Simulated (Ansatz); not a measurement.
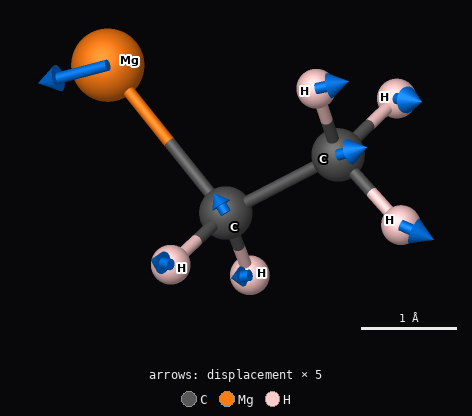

This is a relaxation of C$_{2}$H$_{5}$Mg (multiplicity 2) (coarse preliminary run). The starting structure is drawn; blue arrows show the displacements, magnified 5 times. The two geometries are superimposed by the best rigid fit.

Style: ball-and-stick. Shown at a tilt.

The start comes from a force field.

Computed with UKS PBE-D4/def2-SVP (Ansatz 0.2.0).

Input
```yaml
crystal:
  periodic: [false, false, false]
  atoms:
    - {symbol: C, position_ang: [-0.460900, 0.537000, -0.240800]}
    - {symbol: C, position_ang: [0.266000, -0.669100, 0.116900]}
    - {symbol: Mg, position_ang: [2.052100, -0.093200, 1.138100]}
    - {symbol: H, position_ang: [-1.369100, 0.312600, -0.787600]}
    - {symbol: H, position_ang: [0.112100, 1.217500, -0.929700]}
    - {symbol: H, position_ang: [-0.765700, 1.162700, 0.666400]}
    - {symbol: H, position_ang: [0.561600, -1.230800, -0.795600]}
    - {symbol: H, position_ang: [-0.303900, -1.293900, 0.776400]}
basis:
  gaussian: {orbitals: def2-SVP}
magnetization: {spin_polarized: true, initial_magnetization: 1}
hamiltonian: {xc: pbe, dispersion: d4}
relax: {f_tol: 0.03, max_steps: 200}
```

Question: Which element moves most?

Answer: Magnesium: up to 0.17 Å, against 0.08 Å for hydrogen.

Question: What happened in the run?

Answer: Mg3 moves most after the best rigid fit: 0.17 Å. By element the largest moves are Mg 0.17 Å, H 0.08 Å, C 0.07 Å. Near-neighbour distances that change, for instance: C1–C2 1.453 → 1.530 Å, C2–Mg3 2.137 → 2.180 Å, C2–H8 1.072 → 1.113 Å, C1–H6 1.143 → 1.111 Å. Bond angles that change, for instance: C1–C2–Mg3 108.2° → 114.6°, H7–C2–H8 110.6° → 106.6°, H4–C1–H5 104.1° → 106.2°. Over 3 geometry steps the energy falls by 18.7 kJ/mol. Largest force component: 2.7 eV/Å at the start, 0.022 eV/Å at the end. The run took roughly 9 core-seconds on a shared host.
